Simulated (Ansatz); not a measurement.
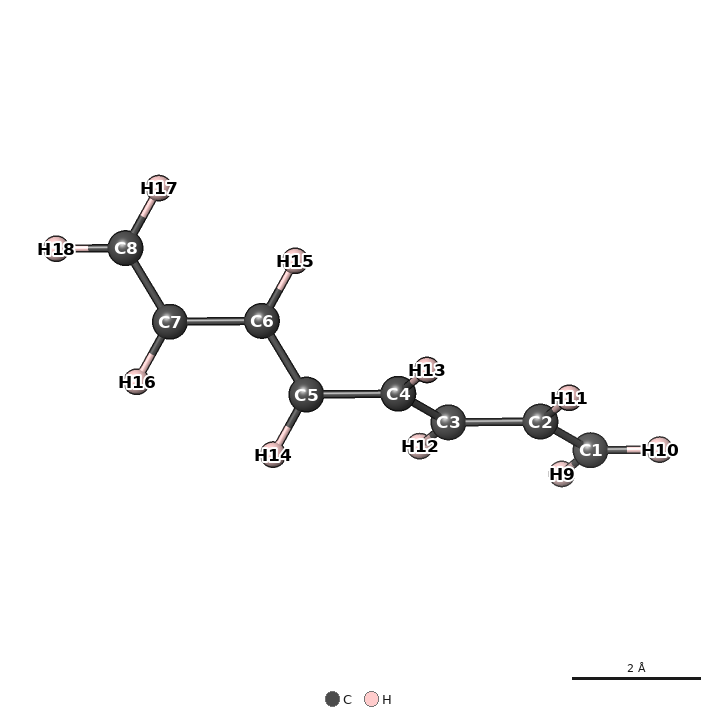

The species is neutral and a spin triplet. Geometry: a fixed input geometry, not necessarily a minimum. Basis: def2-TZVP. Computed at fixed atoms with Ansatz. R, U and RO name restricted, unrestricted and restricted open-shell orbitals; core potentials come with def2 and Stuttgart sets past Kr, some runs use density fitting (about 1 meV), and each entry rests on the lowest determinant that the runs found.

```xyz
18
charge 0, multiplicity 3
C     0.0000    0.0000    0.0000
C     1.1691    0.6750    0.0000
C     2.4249   -0.0500    0.0000
C     3.5940    0.6250    0.0000
C     4.8497   -0.1000    0.0000
C     5.7266    0.0688    1.0125
C     6.9823   -0.6562    1.0125
C     7.8592   -0.4875    2.0250
H     0.0000   -1.0900    0.0000
H    -0.9440    0.5450    0.0000
H     1.1691    1.7650    0.0000
H     2.4249   -1.1400    0.0000
H     3.5940    1.7150    0.0000
H     5.0857   -0.7812   -0.8175
H     5.4906    0.7500    1.8300
H     7.2183   -1.3375    0.1950
H     7.6232    0.1938    2.8425
H     8.8032   -1.0325    2.0250
```

Give total energies (hartree) and ⟨S²⟩ of the determinant for RO-PBE0; U-PBE0; U-ωB97X.

```
 method  energy (Eh)  ⟨S²⟩
RO-PBE0    -310.3992  2.00
 U-PBE0    -310.4038  2.04
U-ωB97X    -310.6895  2.06
```

The spin state was imposed, and no run here compares it with a lower spin, which may lie lower.
